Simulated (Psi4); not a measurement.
Excited-state calculation of CH3 (charge −1)

- system: CH3 (methane, ion(1-)), charge −1, SMILES [CH3-]
- method: TDDFT (BLYP)/6-31G*, RKS (Psi4 1.11)

The geometry was optimised with BLYP/6-31G*.

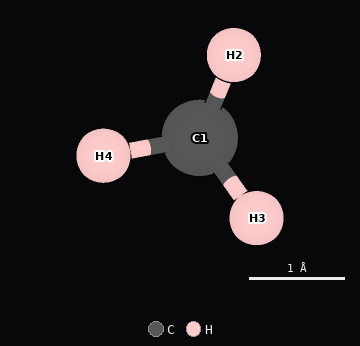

**Figure 1.** The input geometry (ball-and-stick view, seen on its broad side; atoms are numbered from 1 in the order of the input). Bond lengths as drawn: C–H 1.15 Å.

## Key numbers

| quantity | value |
| --- | --- |
| outcome | converged |
| total energy | −39.752435 hartree |
| basis functions | 21 |
| HOMO | 4.94 eV |
| LUMO | 9.43 eV |
| lowest excitation | 4.71 eV |
| hardware | 1 thread of INTEL XEON PLATINUM @ 2.30GHz (Emerald Rapids), 24 GiB of memory available, shared host |
| wall time | 3.3 s |
| peak memory | 0.26 GiB |

## Remarks

Further notes kept with the run: unbound anion. The basis has no diffuse functions, and an anion's excited states can lie above the energy that detaches an electron; such roots aren't bound states.

## The input (job.py)
```python
import psi4

psi4.set_memory(1600000000)
psi4.set_num_threads(1)
psi4.set_output_file('run.log', False)

with open('ch3.xyz') as f:
    atoms = ''.join(f.readlines()[2:])
molecule = psi4.geometry('-1 1\n' + atoms + 'symmetry c1')

psi4.set_options({
    'basis': '6-31G*',
    'reference': 'rks',
    'save_jk': True,
})

from psi4.driver.procrouting.response.scf_response import tdscf_excitations
energy_value, wavefunction = psi4.energy('blyp', molecule=molecule, return_wfn=True)
states = tdscf_excitations(wavefunction, states=6, tda=False)
for k, s in enumerate(states, 1):
    print(f"root {k}: {s['EXCITATION ENERGY'] * 27.211386:.4f} eV  f = {s['OSCILLATOR STRENGTH (LEN)']:.4f}  {s['SYMMETRY']}")
print(f'blyp energy: {energy_value:.10f} Eh')
for k, v in sorted(psi4.core.scalar_variables().items()):
    print(f'{k:45s} {v:18.10f}')
```

## File ch3.xyz
```
4
CH3
C     -0.148490    -0.174910     0.273990
H      0.141394     0.914214     0.484556
H     -0.789046    -0.007281    -0.662041
H      0.819486    -0.517816    -0.235912
```

Command:
```bash
python job.py
```

## What the program printed
```
h
    h
    h

    -----------------------------------------------------------------------

    Memory:     1.5 GiB
    Threads:    1
                ecpint, einsums, f̶o̶r̶t̶e̶, gauxc, gcp, g̶d̶m̶a̶, geometric, g̶p̶u̶_̶d̶f̶c̶c̶,
                i̶n̶t̶e̶g̶r̶a̶t̶o̶r̶x̶x̶, i̶p̶i̶, libefp, m̶d̶i̶, m̶p̶2̶d̶, m̶r̶c̶c̶, ooo,
                o̶p̶e̶n̶f̶e̶r̶m̶i̶o̶n̶p̶s̶i̶4̶, pcmsolver, p̶s̶i̶4̶f̶o̶c̶k̶c̶i̶, p̶s̶i̶x̶a̶s̶,
                p̶y̶e̶i̶n̶s̶u̶m̶s̶, r̶e̶s̶p̶, s̶i̶m̶i̶n̶t̶, s̶n̶s̶m̶p̶2̶,
                v̶2̶r̶d̶m̶_̶c̶a̶s̶s̶c̶f̶

   => Loading Basis Set <=

    Name: 6-31G*
    Role: ORBITAL
    Keyword: BASIS

         ---------------------------------------------------------
                                   SCF
                              RKS Reference
                        1 Threads,   1525 MiB Core
         ---------------------------------------------------------

  ==> Geometry <==

    Molecular point group: c1
    Full point group: C1

    Geometry (in Angstrom), charge = -1, multiplicity = 1:

       Center              X                  Y                   Z               Mass
    ------------   -----------------  -----------------  -----------------  -----------------
         C           -0.041410820046    -0.061303917789     0.082872556355    12.000000000000
         H            0.248473179954     1.027820082211     0.293438556355     1.007825032230
         H           -0.681966820046     0.106325082211    -0.853158443645     1.007825032230
         H            0.926565179954    -0.404209917789    -0.427029443645     1.007825032230

  Running in c1 symmetry.

  Rotational constants: A =      7.45094  B =      7.45084  C =      5.52113 [cm^-1]
  Rotational constants: A = 223373.44669  B = 223370.43690  C = 165519.38246 [MHz]
  Nuclear repulsion =    9.219815745302007

  Charge       = -1
  Multiplicity = 1
  Electrons    = 10
  Nalpha       = 5
  Nbeta        = 5

  ==> Algorithm <==

  SCF Algorithm Type is DF.
  DIIS enabled.
  MOM disabled.
  Fractional occupation disabled.
  Guess Type is SAD.
  Energy threshold   = 1.00e-06
  Density threshold  = 1.00e-06
  Integral threshold = 1.00e-12

  ==> Primary Basis <==

  Basis Set: 6-31G*
    Blend: 6-31G*
    Number of shells: 12
    Number of basis functions: 21
    Number of Cartesian functions: 21
    Spherical Harmonics?: false
    Max angular momentum: 2

  ==> DFT Potential <==

   => LibXC <=

    Version 7.1.2

   => Composite Functional: BLYP <=

    BLYP GGA Exchange-Correlation Functional

    Deriv               =              1
    GGA                 =           TRUE
    Meta                =          FALSE

    Exchange Hybrid     =          FALSE
    MP2 Hybrid          =          FALSE

   => Exchange Functionals <=

    1.0000     XC_GGA_X_B88

   => Correlation Functionals <=

    1.0000     XC_GGA_C_LYP

   => LibXC Density Thresholds  <==

    XC_GGA_C_LYP:  1.00E-14
    XC_GGA_X_B88:  1.00E-15

   => Molecular Quadrature <=

    Radial Scheme          =       TREUTLER
    Pruning Scheme         =           NONE
    Nuclear Scheme         =       TREUTLER

    Blocking Scheme        =         OCTREE
    BS radius alpha        =              1
    Pruning alpha          =              1
    Radial Points          =             75
    Spherical Points       =            302
    Total Points           =          87595
    Total Blocks           =            710
    Max Points             =            256
    Max Functions          =             21
    Weights Tolerance      =       1.00E-15

   => Loading Basis Set <=

    Name: (6-31G* AUX)
    Role: JKFIT
    Keyword: DF_BASIS_SCF

  ==> Integral Setup <==

  DFHelper Memory: AOs need 0.001 GiB; user supplied 1.064 GiB.
  SCF_SUBTYPE=INCORE selected. In-core MEM_DF algorithm will be used.
  Using in-core AOs.

  ==> MemDFJK: Density-Fitted J/K Matrices <==

    J tasked:                   Yes
    K tasked:                    No
    wK tasked:                   No
    Memory [MiB]:              1089
    Algorithm:                 Core
    Schwarz Cutoff:           1E-12
    Mask sparsity (%):       0.0000
    Fitting Condition:        1E-10

   => Auxiliary Basis Set <=

  Basis Set: (6-31G* AUX)
    Blend: CC-PVDZ-JKFIT
    Number of shells: 51
    Number of basis functions: 156
    Number of Cartesian functions: 156
    Spherical Harmonics?: false
    Max angular momentum: 3

  Cached 100.0% of DFT collocation blocks in 0.053 [GiB].

  Minimum eigenvalue in the overlap matrix is 2.2026639204E-02.
  Reciprocal condition number of the overlap matrix is 4.3527705040E-03.
    Using symmetric orthogonalization.

  ==> Pre-Iterations <==

  SCF Guess: Superposition of Atomic Densities via on-the-fly atomic UHF (no occupation information).

   -------------------------
    Irrep   Nso     Nmo
   -------------------------
     A         21      21
   -------------------------
    Total      21      21
   -------------------------

  ==> Iterations <==

                           Total Energy        Delta E     RMS |[F,P]|

   @DF-RKS iter SAD:   -39.38512142212156   -3.93851e+01   0.00000e+00
   @DF-RKS iter   1:   -39.33169106825044    5.34304e-02   4.16599e-02 DIIS/ADIIS
   @DF-RKS iter   2:   -38.81088351776692    5.20808e-01   5.03242e-02 DIIS/ADIIS
   @DF-RKS iter   3:   -39.74933171976258   -9.38448e-01   3.70925e-03 DIIS/ADIIS
   @DF-RKS iter   4:   -39.75232559248803   -2.99387e-03   6.10520e-04 DIIS/ADIIS
   @DF-RKS iter   5:   -39.75243324629761   -1.07654e-04   7.90572e-05 DIIS
   @DF-RKS iter   6:   -39.75243484845580   -1.60216e-06   1.40582e-05 DIIS
   @DF-RKS iter   7:   -39.75243489164386   -4.31881e-08   2.40013e-06 DIIS
   @DF-RKS iter   8:   -39.75243489312280   -1.47894e-09   1.90209e-07 DIIS
  Energy and wave function converged.

  ==> Post-Iterations <==

   Electrons on quadrature grid:
      Ntotal   =    9.9999973741 ; deviation = -2.626e-06

    Orbital Energies [Eh]
    ---------------------

    Doubly Occupied:

       1A     -9.566225     2A     -0.258289     3A      0.003578
       4A      0.003581     5A      0.181509

    Virtual:

       6A      0.346594     7A      0.418848     8A      0.418848
       9A      0.812423    10A      0.812425    11A      0.861027
      12A      1.095714    13A      1.095716    14A      1.156510
      15A      1.317061    16A      1.983805    17A      1.983807
      18A      2.068141    19A      2.472882    20A      2.472883
      21A      4.342378

    Final Occupation by Irrep:
              A
    DOCC [     5 ]
    NA   [     5 ]
    NB   [     5 ]

  @DF-RKS Final Energy:   -39.75243489312280

   => Energetics <=

    Nuclear Repulsion Energy =              9.2198157453020073
    One-Electron Energy =                 -73.8599378877347021
    Two-Electron Energy =                  31.5750087047215224
    DFT Exchange-Correlation Energy =      -6.6873214554116380
    Empirical Dispersion Energy =           0.0000000000000000
    VV10 Nonlocal Energy =                  0.0000000000000000
    Total Energy =                        -39.7524348931227962

Computation Completed

Properties will be evaluated at   0.000000,   0.000000,   0.000000 [a0]

Properties computed using the SCF density matrix

 Multipole Moments:

 ------------------------------------------------------------------------------------
     Multipole            Electronic (a.u.)      Nuclear  (a.u.)        Total (a.u.)
 ------------------------------------------------------------------------------------

 L = 1.  Multiply by 2.5417464519 to convert [e a0] to [Debye]
 Dipole X            :         -0.2653509            0.4622395            0.1968887
 Dipole Y            :         -0.3928279            0.6842920            0.2914641
 Dipole Z            :          0.5310329           -0.9250474           -0.3940145
 Magnitude           :                                                    0.5281703

 ------------------------------------------------------------------------------------

	total time  =          1 seconds =       0.02 minutes

******************************************************************************************
**********                               WARNING                                **********
**********       The names of excited state variables changed between 1.5       **********
**********     and 1.6. For a quick solution, remove the symmetry specifier     **********
**********   from the variable name. For full details, see 'Notes on Psivars'   **********
**********                        in the documentation.                         **********
******************************************************************************************

         ---------------------------------------------------------
                         TDSCF excitation energies
         ---------------------------------------------------------

  ==> Options <==

     Residual threshold  : 1.0000e-04
     Initial guess       : denominators
     Reference           : RHF
     Solver type         : RPA (Hamiltonian)

  ==> Requested Excitations <==

      6 singlet states with A symmetry

  ==> Seeking the lowest 6 singlet states with A symmetry

                        Generalized Hamiltonian Solver

  ==> Options <==

    Max number of iterations        = 60
    Eigenvector tolerance           = 1.0000e-04
    Max number of expansion vectors = 1200

  => Iterations <=
                              Max[D[value]]     Max[|R|]   # vectors
  HamiltonianSolver iter   1:   4.15535e-01  1.20555e-01     24
  HamiltonianSolver iter   2:   3.29666e-03  1.40719e-02     30
  HamiltonianSolver iter   3:   2.77401e-05  1.93746e-03     42
  HamiltonianSolver iter   4:   1.37758e-07  1.42522e-04     52
  HamiltonianSolver iter   5:   1.55066e-09  3.48617e-05     60      Converged

******************************************************************************************
**********                               WARNING                                **********
**********  Length-gauge rotatory strengths are **NOT** gauge-origin invariant  **********
******************************************************************************************

                                    Excitation Energy         Total Energy        Oscillator Strength             Rotatory Strength
     #   Sym: GS->ES (Trans)        au              eV              au          au (length)    au (velocity)    au (length)    au (velocity)
    ---- -------------------- --------------- --------------- --------------- --------------- --------------- --------------- ---------------
     1        A->A (1 A)       0.17327         4.71498        -39.57916        0.0392          0.1676         -0.0000         -0.0000
     2        A->A (1 A)       0.26410         7.18657        -39.48833        0.0765          0.1533          0.0000          0.0000
     3        A->A (1 A)       0.26410         7.18658        -39.48833        0.0765          0.1533          0.0000         -0.0000
     4        A->A (1 A)       0.36096         9.82209        -39.39148        0.1877          0.2656          0.0000          0.0000
     5        A->A (1 A)       0.36096         9.82219        -39.39148        0.1877          0.2656         -0.0000         -0.0000
     6        A->A (1 A)       0.41553         11.30726       -39.33690        0.0000          0.0000          0.0000          0.0000

Contributing excitations and de-excitations
Only contributions with abs(coeff) > 1.00e-01 will be printed:

Excited State    1 (1 A):   0.17327 au   262.96 nm f = 0.0392
  Sums of squares: Xssq =  1.001499e+00; Yssq =  1.498571e-03; Xssq - Yssq =  1.000000e+00
      5a  ->   6a     0.998579 (99.716%)

Excited State    2 (1 A):   0.26410 au   172.52 nm f = 0.0765
  Sums of squares: Xssq =  1.004616e+00; Yssq =  4.615871e-03; Xssq - Yssq =  1.000000e+00
      5a  ->   7a    -0.944580 (89.223%)
      5a  ->   8a    -0.305390 ( 9.326%)

Excited State    3 (1 A):   0.26410 au   172.52 nm f = 0.0765
  Sums of squares: Xssq =  1.004616e+00; Yssq =  4.615871e-03; Xssq - Yssq =  1.000000e+00
      5a  ->   7a     0.305390 ( 9.326%)
      5a  ->   8a    -0.944580 (89.223%)

Excited State    4 (1 A):   0.36096 au   126.23 nm f = 0.1877
  Sums of squares: Xssq =  1.001260e+00; Yssq =  1.260250e-03; Xssq - Yssq =  1.000000e+00
      3a  ->   7a     0.140255 ( 1.967%)
      4a  ->   6a    -0.977165 (95.485%)
      4a  ->   8a     0.140261 ( 1.967%)

Excited State    5 (1 A):   0.36096 au   126.23 nm f = 0.1877
  Sums of squares: Xssq =  1.001260e+00; Yssq =  1.260241e-03; Xssq - Yssq =  1.000000e+00
      3a  ->   6a     0.977162 (95.485%)
      3a  ->   8a     0.140263 ( 1.967%)
      4a  ->   7a    -0.140269 ( 1.968%)

Excited State    6 (1 A):   0.41553 au   109.65 nm f = 0.0000
  Sums of squares: Xssq =  1.000000e+00; Yssq =  3.421086e-07; Xssq - Yssq =  1.000000e+00
      3a  ->   7a    -0.699547 (48.937%)
      3a  ->   8a    -0.102892 ( 1.059%)
      4a  ->   7a    -0.102905 ( 1.059%)
      4a  ->   8a     0.699612 (48.946%)

******************************************************************************************
**********                               WARNING                                **********
**********       The names of excited state variables changed between 1.5       **********
**********     and 1.6. For a quick solution, remove the symmetry specifier     **********
**********   from the variable name. For full details, see 'Notes on Psivars'   **********
**********                        in the documentation.                         **********
******************************************************************************************
```

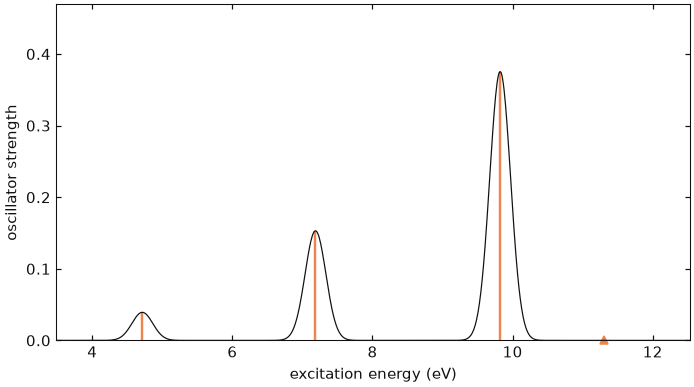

**Figure 2.** Computed excitations as sticks (degenerate states added up, dark ones marked on the axis), with a Gaussian envelope of 0.35 eV full width at half maximum, scaled to the tallest. Of the 6 states the lowest lies at 4.71 eV (f = 0.039); the strongest line is at 9.82 eV, or 126 nm (f = 0.375, summed over 2 states that lie within 0.004 eV).

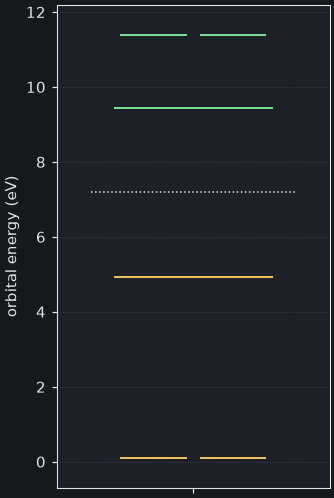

**Figure 3.** Orbital energies near the frontier; the dotted line parts filled from empty levels, and levels within 0.02 eV of each other stand side by side. Highest filled 4.94 eV, lowest empty 9.43 eV, 4.49 eV apart.
